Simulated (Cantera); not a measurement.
Feed: 1 mol Al, a varied amount of Br2, 1 mol N2, held at 852 °C and 6.40 Pa.

These are equilibrium values from Cantera (NASA tables, ideal gas, pure condensed phases), not measurements of a reactor. Candidate condensed phases: Al, AlBr3, AlN, Br2; 10 gas species. Rates play no part.

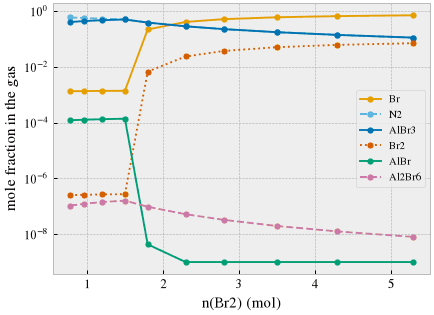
Figure. Equilibrium gas composition (values under 1e-9 drawn at 1e-9)

From 0.78 mol Br2 to 1.5 mol Br2 the condensed part is AlN(s). From 1.8 mol Br2 to 5.3 mol Br2 nothing is condensed. The main Al-bearing gas is AlBr3 throughout.
